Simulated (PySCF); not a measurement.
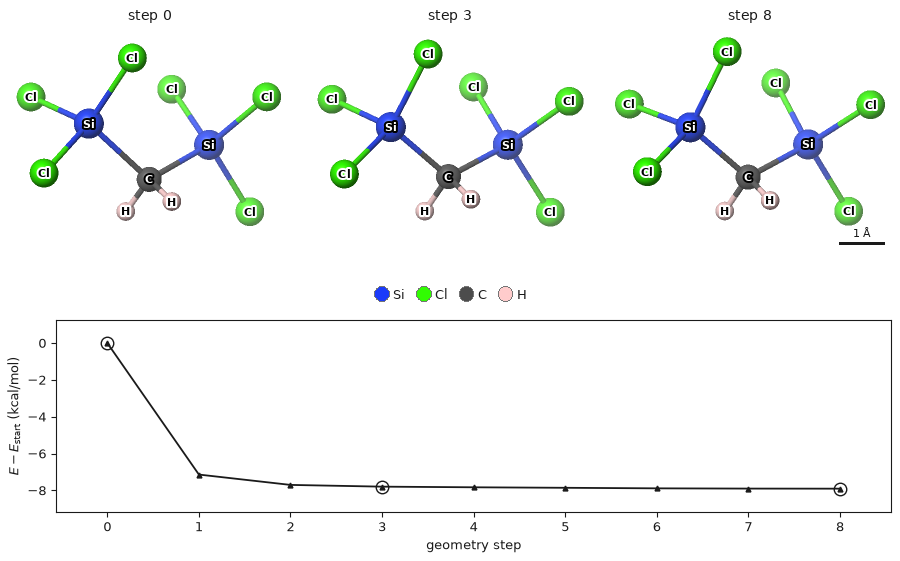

Frames of a relaxation of CH$_{2}$Cl$_{6}$Si$_{2}$, marked on the history of the run. The picture is a ball-and-stick view, seen at a tilt.

The start comes from GFN2-xTB. Its atoms were then displaced at random by about 0.03 Å.

Computed with PBE0-D3(BJ)/def2-SVP geometry optimisation, gas phase (PySCF 2.14.0, density-fitted response routines). 

What happens along the run?

The atom that moves furthest after the best rigid fit is a Cl atom (0.25 Å). By element the largest moves are Cl 0.25 Å, Si 0.09 Å, H 0.06 Å, C 0.06 Å. Some distances before and after: C–Si 1.983 → 1.858 Å, C–H 1.039 → 1.104 Å, Cl–Si 1.998 → 2.050 Å, Cl–Si 2.014 → 2.044 Å. Among the angles between lasting bonds that change: Cl–Si–Cl 115.6° → 108.9°, Cl–Si–C 104.0° → 108.8°, Cl–Si–Cl 112.3° → 108.4°. Over 8 geometry steps the energy falls by 7.90 kcal/mol. The run took 4.1 min on 1 thread of Intel(R) Xeon(R) Processor @ 2.70GHz (shared host). From step 0 to 3: a Cl atom moves most (0.14 Å), energy −7.79 kcal/mol. From step 3 to 8: a Cl atom moves most (0.14 Å), energy −0.11 kcal/mol.
